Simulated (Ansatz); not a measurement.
**C2H3Cl (SMILES C=CCl): r2SCAN/def2-SVPD**

What is the energy change on altering one bond length of C2H3Cl at r2SCAN/def2-SVPD? 

The results are computed with Ansatz 0.2.0.

53 further runs of the same task are left out: 53 set aside as unsound or not needed.

## 1. Starting point

C2H3Cl has 6 atoms, charge 0, and is taken as a singlet. SMILES: `C=CCl`. The shape is that of a PBE0-D4/def2-TZVP optimisation.

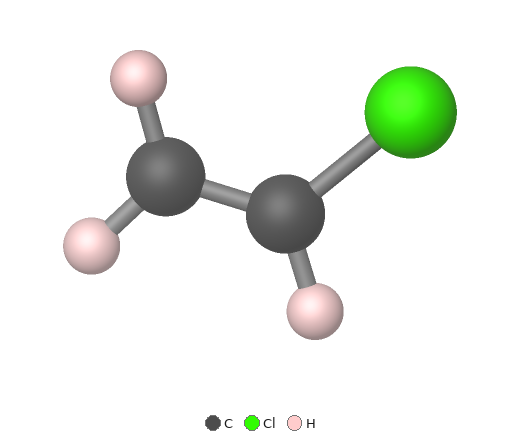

The structure, seen from a chosen angle (carbon dark grey, chlorine green, hydrogen pink).

## 2. The energy at r2SCAN/def2-SVPD

The input, job.yaml:

```yaml
crystal:
  periodic: [false, false, false]
  atoms:
    - {symbol: C, position_ang: [-0.461860, 0.202020, -0.539180]}
    - {symbol: C, position_ang: [0.378470, -0.011560, 0.455830]}
    - {symbol: Cl, position_ang: [0.897380, -1.579540, 0.939640]}
    - {symbol: H, position_ang: [-0.883050, -0.607730, -1.121290]}
    - {symbol: H, position_ang: [-0.744690, 1.217510, -0.788270]}
    - {symbol: H, position_ang: [0.813760, 0.779300, 1.053260]}
basis:
  gaussian:
    orbitals: def2-SVPD
total_charge: 0
accuracy: high
hamiltonian:
  xc: {name: r2SCAN}
output:
  orbitals: {seedname: orbitals}
```

The run is started by

```console
$ ansatz run job.yaml --threads 1 --pin off --max-ram 3480MiB --events-out events.jsonl --progress --plain --runs-dir runs
```

The log of the run:

```text
Warning: RAYON_NUM_THREADS=1 ignored (pool sized by the plan → 1); use --threads N
Functional definition: r2SCAN
  name "r2SCAN"
  parameter k0 = 0.174
  parameter k1 = 0.065
  parameter a1 = 4.9479
  exchange = r2scan_x(k0 = k0, k1 = k1, a1 = a1)
  correlation = r2scan_c
1801 factors; integrals over basis functions are off by at most 4.1e-9 eV
mean field evaluation 1: about -14631.9263 eV, gradient 4.6e1 eV
mean field evaluation 2: about -14625.0692 eV, gradient 6.5e1 eV
mean field evaluation 4: about -14637.2384 eV, gradient 7.3e0 eV
mean field evaluation 8: about -14637.3784 eV, gradient 2.1e-1 eV
mean field evaluation 16: about -14637.3785 eV, gradient 1.4e-5 eV
mean field -14637.37847551 eV, -537.9137374034 hartree, gradient 1.6e-8 eV, S^2 0.000000; 0 other end points of the search recorded, 0 dependent functions left out
reference -14637.37847644 eV, -537.9137374376 hartree; 16, 16 occupied and 75, 75 virtual orbitals, 1801 factors
Total energy: -14637.37847644 eV, -537.9137374376 hartree
```

Run time: 9.3 s. Hardware: 1 thread of Arm Neoverse V1, shared host; peak memory 0.25 GiB.

## 3. The distorted shape at the same level

The input, job.yaml:

```yaml
basis:
  gaussian:
    orbitals: def2-SVPD
crystal:
  periodic: [false, false, false]
  atoms:
    - {symbol: C, position_ang: [-0.398662, 0.323520, -0.451837]}
    - {symbol: C, position_ang: [0.441668, 0.109940, 0.543173]}
    - {symbol: Cl, position_ang: [0.960578, -1.458040, 1.026983]}
    - {symbol: H, position_ang: [-0.883050, -0.607730, -1.121290]}
    - {symbol: H, position_ang: [-0.681492, 1.339010, -0.700927]}
    - {symbol: H, position_ang: [0.876958, 0.900800, 1.140603]}
hamiltonian:
  xc: r2scan
accuracy: high
output: {orbitals: {seedname: orbitals}}
```

The run is started by

```console
$ ansatz run job.yaml --threads 1 --pin off --max-ram 3480MiB --events-out events.jsonl --progress --plain --runs-dir runs
```

The log of the run:

```text
Warning: RAYON_NUM_THREADS=1 ignored (pool sized by the plan → 1); use --threads N
[... 7 set-up lines as earlier in the session ...]
1812 factors; integrals over basis functions are off by at most 3.6e-9 eV
mean field evaluation 1: about -14632.0077 eV, gradient 4.4e1 eV
mean field evaluation 2: about -14625.1120 eV, gradient 6.4e1 eV
mean field evaluation 4: about -14636.9579 eV, gradient 6.3e0 eV
mean field evaluation 8: about -14637.0638 eV, gradient 2.0e-1 eV
mean field evaluation 16: about -14637.0639 eV, gradient 2.3e-5 eV
mean field -14637.06389503 eV, -537.9021767840 hartree, gradient 3.1e-8 eV, S^2 0.000000; 0 other end points of the search recorded, 0 dependent functions left out
reference -14637.06389595 eV, -537.9021768179 hartree; 16, 16 occupied and 75, 75 virtual orbitals, 1812 factors
Total energy: -14637.06389595 eV, -537.9021768179 hartree
```

Run time: 9.3 s. Hardware: 1 thread of Arm Neoverse V1, shared host; peak memory 0.25 GiB.

## 4. Summary of results

Level: r2SCAN/def2-SVPD.

| quantity | value |
| --- | --- |
| first shape: total energy | -537.91374 Eh |
| first shape: HOMO energy | -6.71 eV |
| first shape: LUMO energy | -1.10 eV |
| first shape: HOMO–LUMO gap | 5.61 eV |
| distorted shape: total energy | -537.90218 Eh |
| distorted shape: HOMO energy | -6.72 eV |
| distorted shape: LUMO energy | -1.10 eV |
| distorted shape: HOMO–LUMO gap | 5.62 eV |
| energy change with the C1–H4 bond stretched from 1.083 to 1.245 Å | 0.315 eV |

In words: With the C1–H4 bond stretched from 1.083 to 1.245 Å the energy rises by 0.31 eV (7.3 kcal/mol). The first shape isn't relaxed at this level, so the change isn't measured from a minimum.
